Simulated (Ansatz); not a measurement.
**WC, response to strain**

Take WC (space group P-6m2, No. 187; a = 2.913 Å, c = 2.836 Å; relaxed with 0.1 eV smearing) as the base. Axes: x lies along a and z along c of the hexagonal cell.

Strains are applied to the cell and any free atomic positions relax; under biaxial strain the out-of-plane vector relaxes too.

Computed with r2SCAN in Ansatz (plane waves to 500 eV, PAW, spin-orbit coupling left out), earlier PAW set.

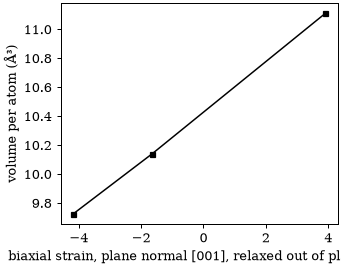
*Volume per atom against biaxial strain, plane normal [001], relaxed out of plane*

From the plot, what is the volume per atom for biaxial strain −1.64 %, plane normal [001], relaxed out of plane?

About 10.1 Å³.

Is the trend monotonic over the range shown?

Yes, it rises throughout, spanning 9.73 Å³ to 11.11 Å³.

No phonon test of stability was made. All final runs are without spin polarisation.

Ansatz is an electronic-structure program.
